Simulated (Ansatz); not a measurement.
# BFH₂OSi: one molecule under many settings

Aim: run BFH₂OSi under a spread of inputs, and see what each costs and gives.

Computed with Ansatz 0.2.0, Gaussian basis. Level: the settings change from run to run.

### Step 1. The geometry

The structure was relaxed beforehand with PBE0-D4 in a triple-zeta def2 set.

SMILES `F[SiH]1BO1`, 6 atoms, charge 0, spin multiplicity 1.

Atoms are counted from 1 here; the program's logs count them from 0.

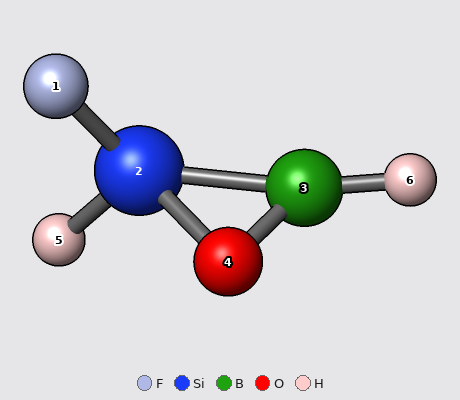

The structure; fluorine light blue, silicon blue, boron green, oxygen red, hydrogen pink; atoms are numbered from 1 in the order of the file.

### Step 2. PBE-QIDH/def2-mTZVP

This run has the search for lower states set to light.

The input, in.yaml:

```yaml
crystal:
  periodic: [false, false, false]
  atoms:
    - {symbol: F, position_ang: [-1.754496, -0.557205, -0.921735]}
    - {symbol: Si, position_ang: [-0.388169, 0.197663, -0.612296]}
    - {symbol: B, position_ang: [0.467902, 0.125566, 1.064561]}
    - {symbol: O, position_ang: [0.770293, -0.821865, 0.146293]}
    - {symbol: H, position_ang: [0.098223, 0.718322, -1.903740]}
    - {symbol: H, position_ang: [0.848246, 0.273418, 2.180818]}
basis:
  gaussian: {orbitals: def2-mTZVP}
hamiltonian: {xc: {name: PBE-QIDH}}
scf: {lower_state_search: light}
```

Launch:

```console
> ansatz run in.yaml --threads 2 --pin off --events-out ev --progress --plain --max-ram 4352MiB
```

Output:

```text
Functional definition: PBE-QIDH
  name "PBE-QIDH"
  cite "Brémond, Sancho-García, Pérez-Jiménez & Adamo, J. Chem. Phys. 141, 031101 (2014) doi:10.1063/1.4890314"
  cite "Perdew, Burke & Ernzerhof, Phys. Rev. Lett. 77, 3865 (1996) doi:10.1103/PhysRevLett.77.3865"
  parameter a = 3^(-1/3)
  parameter c = 1/3
  exchange = (1 - a)*pbe_x + a*exact_x
  correlation = (1 - c)*pbe_c + c*(mp2_os + mp2_ss)
786 factors; integrals over basis functions are off by at most 9.1e-4 eV
mean field evaluation 1: about -13331.2456 eV, gradient 4.7e1 eV
mean field evaluation 2: about -13331.2751 eV, gradient 4.7e1 eV
mean field evaluation 4: about -13335.1346 eV, gradient 4.4e0 eV
mean field evaluation 8: about -13335.1765 eV, gradient 2.9e-1 eV
mean field evaluation 16: about -13335.1767 eV, gradient 1.2e-4 eV
mean field -13335.17673842 eV, -490.0587062295 hartree, gradient 9.1e-6 eV, S^2 0.000000; 0 other end points of the search recorded, 0 dependent functions left out
8 core orbitals not correlated: weight in the atoms' cores, before any rotation towards them, 1.000 or more for the frozen orbitals, at most 0.000 for the correlated occupied ones
reference -13335.17675024 eV, -490.0587066640 hartree; 11, 11 occupied and 71, 71 virtual orbitals, 786 factors
second order -17.13917973 eV of doubles, -0.00000000 eV of singles
Total energy: -13340.88981015 eV, -490.2686577433 hartree
```

Run time: 2 s. Hardware: 2 threads of Arm Neoverse V1, shared host.

### Step 3. B3LYP5/STO-3G

Options: multiplicity 3.

in.yaml: that of step 2 with these lines changed.

```diff
@@ -10,4 +10,4 @@
 basis:
-  gaussian: {orbitals: def2-mTZVP}
-hamiltonian: {xc: {name: PBE-QIDH}}
-scf: {lower_state_search: light}
+  gaussian: {orbitals: STO-3G}
+magnetization: {spin_polarized: true, initial_magnetization: 2}
+hamiltonian: {xc: {name: B3LYP5}}
```

The command is unchanged.

Output (excerpt; [...] marks lines left out):

```text
Functional definition: B3LYP5
  name "B3LYP5"
  cite "Stephens, Devlin, Chabalowski & Frisch, J. Phys. Chem. 98, 11623 (1994) doi:10.1021/j100096a001"
  cite "Becke, Phys. Rev. A 38, 3098 (1988) doi:10.1103/PhysRevA.38.3098"
  cite "Lee, Yang & Parr, Phys. Rev. B 37, 785 (1988) doi:10.1103/PhysRevB.37.785"
  cite "Vosko, Wilk & Nusair, Can. J. Phys. 58, 1200 (1980) doi:10.1139/p80-159"
[...]
331 factors; integrals over basis functions are off by at most 4.6e-5 eV
[...]
mean field -13174.49418460 eV, -484.1537312912 hartree, gradient 2.8e-5 eV, S^2 2.005876; 2 other end points of the search recorded, 0 dependent functions left out
reference -13174.49432455 eV, -484.1537364341 hartree; 20, 18 occupied and 6, 8 virtual orbitals, 331 factors
Total energy: -13174.49432455 eV, -484.1537364341 hartree
```

Wall time 0.95 s (2 threads of Arm Neoverse V1, shared host).

⟨S²⟩ 2.006.

### Step 4. LC-wPBE/cc-pVDZ

Set apart from the defaults: density fitting with cc-pVTZ-jkfit.

in.yaml: that of step 3 with these lines changed.

```diff
@@ -10,4 +10,3 @@
 basis:
-  gaussian: {orbitals: STO-3G}
-magnetization: {spin_polarized: true, initial_magnetization: 2}
-hamiltonian: {xc: {name: B3LYP5}}
+  gaussian: {orbitals: cc-pVDZ, fitting: {mean_field: cc-pVTZ-jkfit}}
+hamiltonian: {xc: {name: LC-wPBE}}
```

Same command.

Output (excerpt; [...] marks lines left out):

```text
Functional definition: LC-wPBE
  name "LC-wPBE"
  cite "Vydrov & Scuseria, J. Chem. Phys. 125, 234109 (2006) doi:10.1063/1.2409292"
  cite "Heyd & Scuseria, J. Chem. Phys. 120, 7274 (2004) doi:10.1063/1.1668634"
  cite "Ernzerhof & Perdew, J. Chem. Phys. 109, 3313 (1998) doi:10.1063/1.476928"
  cite "Perdew, Burke & Ernzerhof, Phys. Rev. Lett. 77, 3865 (1996) doi:10.1103/PhysRevLett.77.3865"
  parent pbe
[...]
418 factors; integrals over basis functions are off by at most 1.6e-1 eV
418 factors; integrals over basis functions are off by at most 4.7e-6 eV
[...]
mean field -13345.91163262 eV, -490.4532063150 hartree, gradient 1.9e-5 eV, S^2 0.000000; 0 other end points of the search recorded, 0 dependent functions left out
reference -13345.91163262 eV, -490.4532063151 hartree; 19, 19 occupied and 51, 51 virtual orbitals, 418 factors
Total energy: -13345.91163262 eV, -490.4532063151 hartree
```

It took 0.9 s on 2 threads of Arm Neoverse V1, shared host.

### Step 5. HF/def2-TZVPP

Set apart from the defaults: multiplicity 3, restricted open-shell orbitals, coordinates scaled by 1.05, the search for lower states set to light.

The input, in.yaml:

```yaml
crystal:
  periodic: [false, false, false]
  atoms:
    - {symbol: F, position_ang: [-1.842220, -0.585066, -0.967822]}
    - {symbol: Si, position_ang: [-0.407577, 0.207547, -0.642911]}
    - {symbol: B, position_ang: [0.491298, 0.131844, 1.117789]}
    - {symbol: O, position_ang: [0.808808, -0.862959, 0.153608]}
    - {symbol: H, position_ang: [0.103134, 0.754239, -1.998927]}
    - {symbol: H, position_ang: [0.890658, 0.287089, 2.289859]}
basis:
  gaussian: {orbitals: def2-TZVPP}
magnetization: {spin_polarized: false, initial_magnetization: 2}
hamiltonian: {xc: {name: HF}}
scf: {lower_state_search: light}
```

The command is unchanged.

Output:

```text
Functional definition: HF
  name "HF"
  cite "Fock, Z. Phys. 61, 126 (1930) doi:10.1007/BF01340294"
  parent pbe
  exchange = exact_x
  correlation = 0
1055 factors; their error is unknown
mean field evaluation 1: about -13304.3731 eV, gradient 4.4e1 eV
mean field evaluation 2: about -13305.5931 eV, gradient 4.2e1 eV
mean field evaluation 4: about -13309.2510 eV, gradient 2.8e0 eV
mean field evaluation 8: about -13309.2884 eV, gradient 1.9e-1 eV
mean field evaluation 16: about -13309.4797 eV, gradient 2.5e-5 eV
mean field evaluation 32: about -13309.3804 eV, gradient 6.0e-1 eV
mean field evaluation 64: about -13309.2198 eV, gradient 3.5e-1 eV
mean field evaluation 96: about -13309.2510 eV, gradient 2.8e0 eV
mean field -13309.47966346 eV, -489.1143561429 hartree, gradient 1.9e-5 eV, S^2 2.000000; 1 other end points of the search recorded, 0 dependent functions left out
reference -13309.47966346 eV, -489.1143561429 hartree; 20, 18 occupied and 143, 145 virtual orbitals, 1055 factors
Total energy: -13309.47966346 eV, -489.1143561429 hartree
```

Wall time 7 s (2 threads of Arm Neoverse V1, shared host); peak memory 0.47 GiB.

### Step 6. B97/STO-3G

Options: atoms shaken by 0.03 Å, the search for lower states set to full.

The input, in.yaml:

```yaml
crystal:
  periodic: [false, false, false]
  atoms:
    - {symbol: F, position_ang: [-1.740871, -0.537687, -0.918567]}
    - {symbol: Si, position_ang: [-0.343922, 0.153889, -0.645820]}
    - {symbol: B, position_ang: [0.455903, 0.114314, 1.093785]}
    - {symbol: O, position_ang: [0.755554, -0.829153, 0.158181]}
    - {symbol: H, position_ang: [0.123560, 0.698749, -1.897699]}
    - {symbol: H, position_ang: [0.832633, 0.265930, 2.181849]}
basis:
  gaussian: {orbitals: STO-3G}
hamiltonian: {xc: {name: B97}}
scf: {lower_state_search: full}
```

Launched as before.

Output (excerpt; [...] marks lines left out):

```text
Functional definition: B97
  name "B97"
  cite "Becke, J. Chem. Phys. 107, 8554 (1997) doi:10.1063/1.475007"
[...]
      + integral(e_c_pw_opposite_spin*poly(b97_u_opposite, cos0, cos1, cos2))
331 factors; integrals over basis functions are off by at most 7.0e-5 eV
[...]
mean field -13180.71291932 eV, -484.3822655770 hartree, gradient 2.4e-5 eV, S^2 0.000000; 0 other end points of the search recorded, 0 dependent functions left out
reference -13180.71293039 eV, -484.3822659836 hartree; 19, 19 occupied and 7, 7 virtual orbitals, 331 factors
Total energy: -13180.71293039 eV, -484.3822659836 hartree
```

Run time: 1.1 s. Hardware: 2 threads of Arm Neoverse V1, shared host.

### Step 7. BCCD(T)/cc-pVTZ

This run has atoms shaken by 0.15 Å, density fitting with def2-universal-jkfit, correlated electrons set to all, 2 DIIS vectors, high accuracy, the search for lower states set to full.

The input, in.yaml:

```yaml
crystal:
  periodic: [false, false, false]
  atoms:
    - {symbol: F, position_ang: [-1.737494, -0.549348, -0.944091]}
    - {symbol: Si, position_ang: [-0.404460, 0.245344, -0.356956]}
    - {symbol: B, position_ang: [0.144963, 0.150485, 1.191902]}
    - {symbol: O, position_ang: [0.823190, -0.798542, 0.130277]}
    - {symbol: H, position_ang: [0.115781, 0.618864, -1.930004]}
    - {symbol: H, position_ang: [0.822843, 0.463391, 2.120431]}
basis:
  gaussian: {orbitals: cc-pVTZ, fitting: {mean_field: def2-universal-jkfit}}
hamiltonian: {xc: {name: HF}}
correlation: {method: bccd_t, electrons: all, diis_vectors: 2}
accuracy: high
scf: {lower_state_search: full}
```

Same command.

Output (excerpt; [...] marks lines left out):

```text
Functional definition: HF
  name "HF"
  cite "Fock, Z. Phys. 61, 126 (1930) doi:10.1007/BF01340294"
  parent pbe
[...]
393 factors; integrals over basis functions are off by at most 1.2e0 eV
[...]
mean field -13310.11412064 eV, -489.1376720140 hartree, gradient 1.9e-8 eV, S^2 0.000000; 0 other end points of the search recorded, 0 dependent functions left out
reference -13310.11412064 eV, -489.1376720140 hartree; 19, 19 occupied and 133, 133 virtual orbitals, 393 factors
second order -22.10762496 eV of doubles, -0.00000000 eV of singles
cycle   1  -21.68827041 eV  change    4.2e-1 eV  update   1.4e-1
[...]
cycle  32  -22.41578330 eV  change  -1.8e-10 eV  update   3.4e-9
perturbative correction -0.95249215 eV, -0.0350034407 hartree
Total energy: -13333.48239608 eV, -489.9964402971 hartree
```

Wall time 4.3 min (2 threads of Arm Neoverse V1, shared host); peak memory 2.9 GiB.

### Step 8. B2PLYP/def2-TZVP

Set apart from the defaults: a point charge of -1.00 e beside it.

The input, in.yaml:

```yaml
crystal:
  periodic: [false, false, false]
  atoms:
    - {symbol: F, position_ang: [-1.754496, -0.557205, -0.921735]}
    - {symbol: Si, position_ang: [-0.388169, 0.197663, -0.612296]}
    - {symbol: B, position_ang: [0.467902, 0.125566, 1.064561]}
    - {symbol: O, position_ang: [0.770293, -0.821865, 0.146293]}
    - {symbol: H, position_ang: [0.098223, 0.718322, -1.903740]}
    - {symbol: H, position_ang: [0.848246, 0.273418, 2.180818]}
basis:
  gaussian: {orbitals: def2-TZVP, point_charges: [{charge: -1.00, position_ang: [4.599, -0.237, 0.924]}]}
hamiltonian: {xc: {name: B2PLYP}}
output: {forces: true}
```

Same command.

Output (excerpt; [...] marks lines left out):

```text
Functional definition: B2PLYP
  name "B2PLYP"
  cite "Grimme, J. Chem. Phys. 124, 034108 (2006) doi:10.1063/1.2148954"
  cite "Becke, Phys. Rev. A 38, 3098 (1988) doi:10.1103/PhysRevA.38.3098"
  cite "Lee, Yang & Parr, Phys. Rev. B 37, 785 (1988) doi:10.1103/PhysRevB.37.785"
[...]
925 factors; integrals over basis functions are off by at most 1.1e-3 eV
[...]
mean field -13342.31347036 eV, -490.3209762910 hartree, gradient 5.7e-6 eV, S^2 0.000000; 0 other end points of the search recorded, 0 dependent functions left out
8 core orbitals not correlated: weight in the atoms' cores, before any rotation towards them, 1.000 or more for the frozen orbitals, at most 0.000 for the correlated occupied ones
reference -13342.31361782 eV, -490.3209817101 hartree; 11, 11 occupied and 123, 123 virtual orbitals, 925 factors
second order -22.61186065 eV of doubles, -0.00000000 eV of singles
[...]
Total energy: -13348.41882020 eV, -490.5453437592 hartree
Atom 0 at    -1.754496    -0.557205    -0.921735 Å, force    -0.471277    -0.234673    -0.189837 eV/Å
Atom 1 at    -0.388169     0.197663    -0.612296 Å, force     0.644453     0.239097     0.027239 eV/Å
Atom 2 at     0.467902     0.125566     1.064561 Å, force     0.500052     0.032854     0.431785 eV/Å
Atom 3 at     0.770293    -0.821865     0.146293 Å, force    -0.331034    -0.049028    -0.177966 eV/Å
Atom 4 at     0.098223     0.718322    -1.903740 Å, force    -0.113046    -0.064752     0.045990 eV/Å
Atom 5 at     0.848246     0.273418     2.180818 Å, force    -0.160588     0.006938    -0.150483 eV/Å
Dipole moment:     0.296408     0.248077     0.083577 e Å
```

Run time: 8.5 s. Hardware: 2 threads of Arm Neoverse V1, shared host; peak memory 0.46 GiB.

Largest force 0.688 eV/Å, dipole 1.90 D.

### Step 9. B2GP-PLYP/def2-mTZVP

Set apart from the defaults: charge +1, multiplicity 2, density fitting with cc-pVTZ-jkfit, the search for lower states set to full.

in.yaml: that of step 8 with these lines changed.

```diff
@@ -10,4 +10,6 @@
 basis:
-  gaussian: {orbitals: def2-TZVP, point_charges: [{charge: -1.00, position_ang: [4.599, -0.237, 0.924]}]}
-hamiltonian: {xc: {name: B2PLYP}}
-output: {forces: true}
+  gaussian: {orbitals: def2-mTZVP, fitting: {mean_field: cc-pVTZ-jkfit}}
+total_charge: 1
+magnetization: {spin_polarized: true, initial_magnetization: 1}
+hamiltonian: {xc: {name: B2GP-PLYP}}
+scf: {lower_state_search: full}
```

Launched as before.

Output (excerpt; [...] marks lines left out):

```text
Functional definition: B2GP-PLYP
  name "B2GP-PLYP"
  cite "Karton, Tarnopolsky, Lamère, Schatz & Martin, J. Phys. Chem. A 112, 12868 (2008) doi:10.1021/jp801805p"
  cite "Becke, Phys. Rev. A 38, 3098 (1988) doi:10.1103/PhysRevA.38.3098"
  cite "Lee, Yang & Parr, Phys. Rev. B 37, 785 (1988) doi:10.1103/PhysRevB.37.785"
[...]
418 factors; integrals over basis functions are off by at most 2.9e-1 eV
[...]
mean field -13328.31202625 eV, -489.8064327102 hartree, gradient 6.3e-6 eV, S^2 0.757610; 6 other end points of the search recorded, 0 dependent functions left out
8 core orbitals not correlated: weight in the atoms' cores, before any rotation towards them, 1.000 or more for the frozen orbitals, at most 0.000 for the correlated occupied ones
reference -13328.31212802 eV, -489.8064364504 hartree; 11, 10 occupied and 71, 72 virtual orbitals, 418 factors
second order -17.12908900 eV of doubles, -0.00000000 eV of singles
Total energy: -13334.47860006 eV, -490.0330501181 hartree
```

Wall time 9 s (2 threads of Arm Neoverse V1, shared host).

⟨S²⟩ 0.758.

### Step 10. B2GP-PLYP/def2-SVP

Set apart from the defaults: the search for lower states set to light.

in.yaml: that of step 9 with these lines changed.

```diff
@@ -10,6 +10,4 @@
 basis:
-  gaussian: {orbitals: def2-mTZVP, fitting: {mean_field: cc-pVTZ-jkfit}}
-total_charge: 1
-magnetization: {spin_polarized: true, initial_magnetization: 1}
+  gaussian: {orbitals: def2-SVP}
 hamiltonian: {xc: {name: B2GP-PLYP}}
-scf: {lower_state_search: full}
+scf: {lower_state_search: light}
```

The command is unchanged.

Output (excerpt; [...] marks lines left out):

```text
Functional definition: B2GP-PLYP
  name "B2GP-PLYP"
  cite "Karton, Tarnopolsky, Lamère, Schatz & Martin, J. Phys. Chem. A 112, 12868 (2008) doi:10.1021/jp801805p"
  cite "Becke, Phys. Rev. A 38, 3098 (1988) doi:10.1103/PhysRevA.38.3098"
  cite "Lee, Yang & Parr, Phys. Rev. B 37, 785 (1988) doi:10.1103/PhysRevB.37.785"
[...]
666 factors; integrals over basis functions are off by at most 1.1e-3 eV
[...]
mean field -13328.70180179 eV, -489.8207566972 hartree, gradient 1.2e-6 eV, S^2 0.000000; 0 other end points of the search recorded, 0 dependent functions left out
8 core orbitals not correlated: weight in the atoms' cores, before any rotation towards them, 1.000 or more for the frozen orbitals, at most 0.000 for the correlated occupied ones
reference -13328.70190030 eV, -489.8207603172 hartree; 11, 11 occupied and 51, 51 virtual orbitals, 666 factors
second order -17.04703770 eV of doubles, -0.00000000 eV of singles
Total energy: -13334.83883387 eV, -490.0462884663 hartree
```

Wall time 1.4 s (2 threads of Arm Neoverse V1, shared host).

### Step 11. The runs in one table

```csv
level,charge,multiplicity,geometry,functions,energy (eV),time
PBE-QIDH/def2-mTZVP,0,1,relaxed,90,-13340.890,2 s
B3LYP5/STO-3G,0,3,relaxed,26,-13174.494,0.95 s
LC-wPBE/cc-pVDZ,0,1,relaxed,70,-13345.912,0.9 s
HF/def2-TZVPP,0,3,scaled,163,-13309.480,7 s
B97/STO-3G,0,1,shaken,26,-13180.713,1.1 s
BCCD(T)/cc-pVTZ,0,1,shaken,152,-13333.482,4.3 min
B2PLYP/def2-TZVP,0,1,"relaxed, point charge",142,-13348.419,8.5 s
B2GP-PLYP/def2-mTZVP,1,2,relaxed,90,-13334.479,9 s
B2GP-PLYP/def2-SVP,0,1,relaxed,70,-13334.839,1.4 s
```

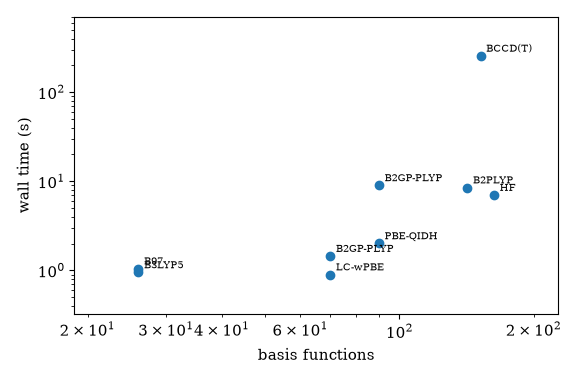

Wall time against the number of basis functions (shared host).

### Step 12. What came out

```
                                         quantity                     value
                                             runs                         9
                                         quickest    LC-wPBE/cc-pVDZ, 0.9 s
                                          slowest  BCCD(T)/cc-pVTZ, 4.3 min
spread of total energies, same state and geometry                   11.1 eV
```

**Reading.** Run time spans a factor of 284, from LC-wPBE/cc-pVDZ to BCCD(T)/cc-pVTZ. The jobs differ in tasks and options as well as level. The totals spread over 11 eV; they can't be compared across methods or bases.
